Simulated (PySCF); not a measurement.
SMILES [OH][Al]([OH])[SiH2][Si](F)(F)F (H4AlF3O2Si2) at its PBE0/def2-SVP optimised geometry (Å):

```
12

Si    -0.5806     1.5132     0.0000
F     -1.0520     0.9129    -1.4171
F     -1.0288     3.0599     0.0000
F      1.0288     1.5132     0.0000
Si    -1.4354     0.2784     1.7673
Al    -0.7579    -2.0312     1.4670
O     -1.2880    -3.2039     2.5697
O      0.2342    -2.2885     0.1203
H     -0.9013     0.8861     3.0264
H     -2.9210     0.4588     1.7519
H     -1.1232    -4.1464     2.6055
H      0.6517    -3.0599    -0.2616
```

Level of theory: PBE0/def2-TZVP (PySCF). Cells within 0.4 Å of a nucleus heavier than hydrogen are left out (blank, or x).

Map of the log10 of the electron density (e/bohr³), floored at −4 on the plane z = 1.5 Å:

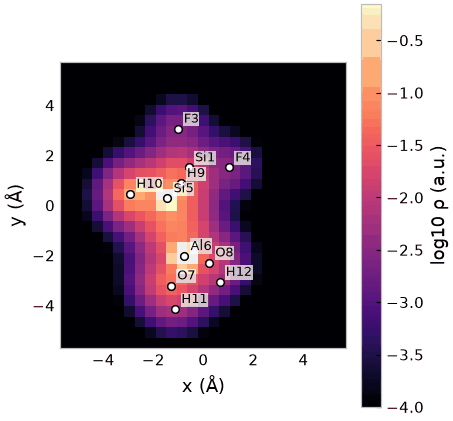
Log10 of the electron density (e/bohr³), floored at −4 on the plane z = 1.5 Å.
